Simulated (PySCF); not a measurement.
## Electronic structure of C5H18Si3 in real space

```xyz
26

C    -3.2443   -0.1568    0.8234
C    -2.4909   -0.8153   -0.3236
C    -2.0467    0.1894   -1.3812
Si   -0.8557    1.5341   -0.7418
Si    0.7745    0.5569    0.6006
C     2.1478    1.8546    0.8809
Si    1.7057   -1.4332   -0.1819
C     3.5489   -1.5893    0.2617
H    -2.5978    0.5319    1.3622
H    -4.0979    0.4008    0.4436
H    -3.6072   -0.9054    1.5243
H    -1.6141   -1.3385    0.0701
H    -3.1382   -1.5659   -0.7874
H    -2.9307    0.6573   -1.8172
H    -1.5588   -0.3556   -2.1915
H    -1.6534    2.5897   -0.0937
H    -0.3047    2.1914   -1.9404
H     0.2212    0.3255    1.9577
H     2.9299    1.4816    1.5358
H     2.6151    2.1402   -0.0575
H     1.7480    2.7579    1.3323
H     1.6042   -1.5458   -1.6470
H     1.0271   -2.6262    0.3500
H     4.1240   -0.7730   -0.1665
H     3.6988   -1.5650    1.3375
H     3.9740   -2.5184   -0.1073
```

Geometry: GFN2-xTB.

These are results of PBE0/pcSseg-1, SCF density, gas phase, non-relativistic in PySCF, not measurements.

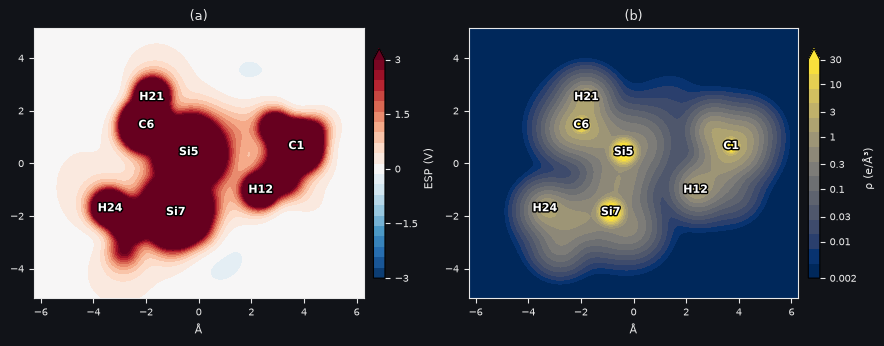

Figure 1. (a) molecular electrostatic potential; (b) electron density on the plane of atoms C6, Si5 and Si7.

What does the map show?

Answer.
- The section cuts through C, Si and H sites.
- C–Si (1.91 Å): ρ at the midpoint is about 0.88 e/Å³.
- Si–Si (2.33 Å): ρ at the midpoint is about 0.65 e/Å³.
- C–H (1.09 Å): the density is about 1.9 e/Å³ at the midpoint.
- The potential has no marked negative region in this plane.

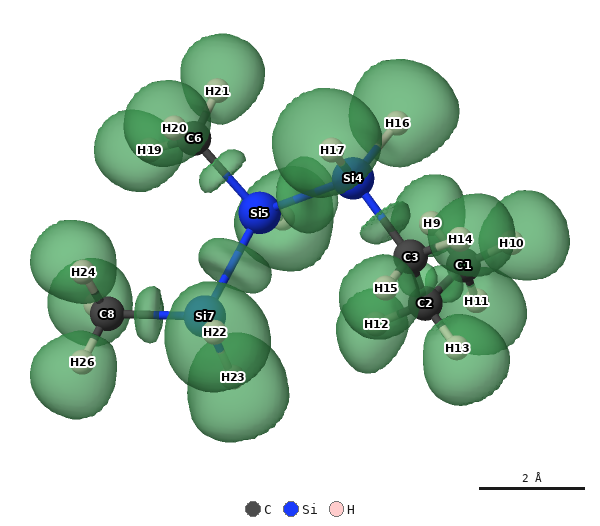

Figure 2. Isosurface of the ELF at 0.85 (green), seen at a tilt. Only the valence region is drawn (cores and ρ < 0.01 e/Å³ removed).

Where are the electrons localised?

Answer. The ELF exceeds this value in two regions between bonded C–C atoms (shared pairs), three regions between bonded C–Si atoms (shared pairs), two regions between bonded Si–Si atoms (shared pairs) and 18 regions around hydrogen nuclei. Profiles from the grid: C–C (1.52 Å): the ELF peaks at about 0.95 between the atoms; localised, covalent bonding. C–Si (1.90 Å): the ELF peaks at about 0.95 between the atoms, as expected for a shared electron pair.

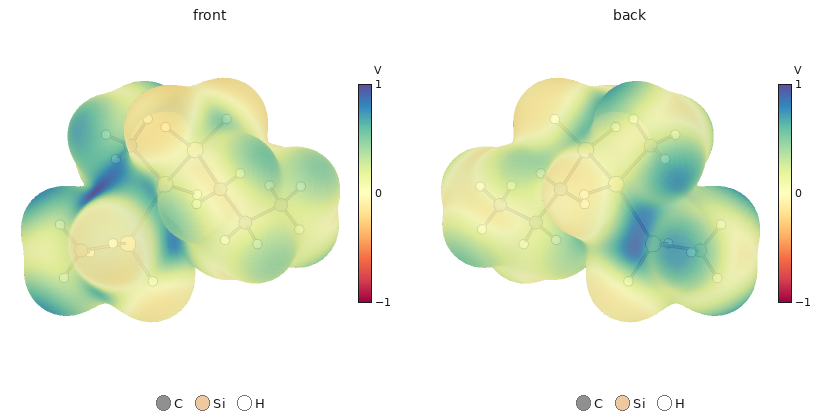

Figure 3. The electrostatic potential painted on the density surface at 0.002 e/bohr³, seen from the front and from behind; red is negative and blue positive.

Which sites attract a positive test charge, and which a negative one?

Answer. A positive charge is drawn to the negative regions and a negative charge to the positive ones. The most negative region (about −0.2 V) lies over H16, H17 and H22, the most positive (about +0.9 V) over Si5 and Si7.

What dipole moment does the calculation give?

Answer. Its dipole moment is 0.60 D.
